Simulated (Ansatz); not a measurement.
# SiBr2F2: small, medium and large basis sets

Aim: see how fast density functionals converge with the basis set for SiBr2F2.

Computed with Ansatz 0.2.0, Gaussian basis. Level: one geometry, several basis sets.

Levels to be run: PBE0-D4/def2-SVP; ωB97M-V/def2-SVP; PBE0-D4/def2-QZVPP; ωB97M-V/def2-QZVPP; the functionals' def2-TZVPP values are taken from earlier runs.

## 1. The geometry

The geometry comes from an earlier relaxation with PBE0-D4 in a triple-zeta def2 set; it is a stationary point.

SMILES `F[Si](F)(Br)Br`, 5 atoms, charge 0, spin multiplicity 1.

Atoms are counted from 1 here; the program's logs count them from 0.

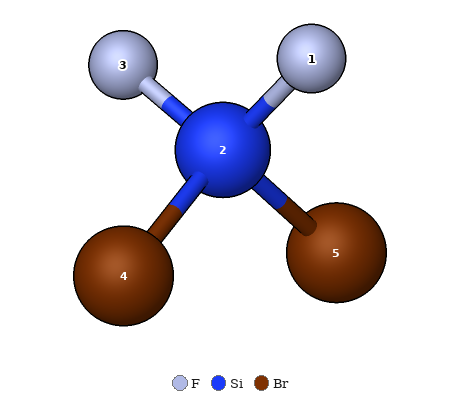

The structure; fluorine light blue, silicon blue, bromine brown; atoms are numbered from 1 in the order of the file.

## 2. PBE0-D4 in def2-SVP

Contents of in.yaml:

```yaml
crystal:
  periodic: [false, false, false]
  atoms:
    - {symbol: F, position_ang: [1.354180, -0.946026, -0.143233]}
    - {symbol: Si, position_ang: [0.048932, -0.092011, 0.060367]}
    - {symbol: F, position_ang: [-0.599571, -0.540742, 1.421451]}
    - {symbol: Br, position_ang: [-1.336542, -0.506429, -1.562346]}
    - {symbol: Br, position_ang: [0.582902, 2.011408, 0.182360]}
basis:
  gaussian: {orbitals: def2-SVP}
hamiltonian: {xc: pbe0, dispersion: d4}
output: {orbitals: {seedname: orbitals}}
```

The run is started by

```console
$ ansatz run in.yaml --threads 4 --pin off --events-out ev --progress --plain --max-ram 10444MiB
```

Further steps of the session: ωB97M-V in def2-SVP; PBE0-D4 in def2-QZVPP; ωB97M-V in def2-QZVPP.

Before running them: what should the planned runs give, taken together? Wanted: PBE0-D4: double and triple zeta above quadruple; ωB97M-V: double and triple zeta above quadruple.

**Answer**, as computed:

| quantity | value |
| --- | --- |
| PBE0-D4: double and triple zeta above quadruple | 30.52, 3.45 eV |
| ωB97M-V: double and triple zeta above quadruple | 30.37, 3.30 eV |

In words: For PBE0-D4 the step from double to triple zeta gains 27.07 eV and the next only 3.45 eV. Total energies overstate the basis error of differences, where much of it tends to cancel. The LUMO of ωB97M-V is positive and keeps falling with the basis (1.65 to 1.08 eV): an unbound level that the basis holds in place.
